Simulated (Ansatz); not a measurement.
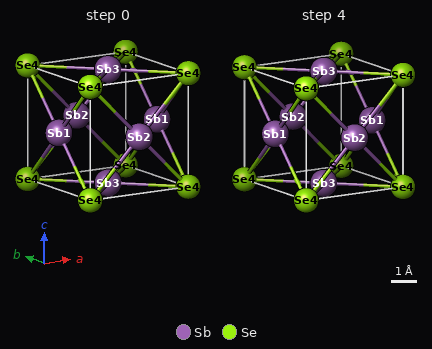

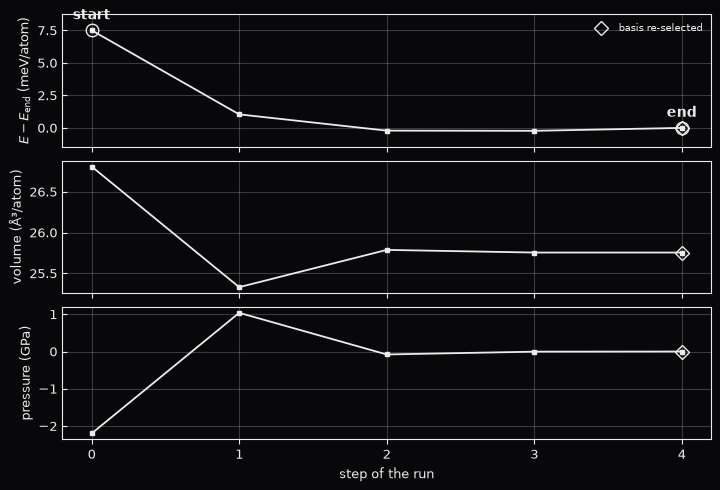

First and last geometry of a relaxation of crystalline Sb3Se (built on the Cu3Au (L1_2)_221 type), with the history of the run. The picture is a ball-and-stick view of the cell of the calculation, seen from a free direction.

Case: Cu3Au (L1_2) type (Pm-3m, No. 221).

Computed with DFT PBE, scalar-relativistic, plane waves, PAW in Ansatz. Set-up: plane-wave cutoff 420 eV; k-point mesh 10 × 10 × 10; occupations gaussian; smearing width 0.1 eV; no spin polarisation; cell and atoms relaxed; force threshold 0.01 eV/Å; at most 80 steps.

Question: Read the history and describe the run.

Answer: It converged. No atom moves by more than 0.005 Å relative to the cell. The drawn cell changes as follows: a = b = c 4.751 → 4.688 Å (−1.3 %); the volume changes by −3.9 %. Some distances before and after: Sb1–Se4 3.359 → 3.315 Å. The space group stays Pm-3m (No. 221). Over 3 accepted moves (4 points after the start) the energy falls by 7.5 meV per atom. All forces vanish by symmetry, so only the cell relaxes. The pressure goes from −2.20 to 0.00 GPa. The SCF was repeated once at an unchanged geometry on a basis and grid sized afresh for the cell, which shifted the energy by 0.2 meV per atom at most.
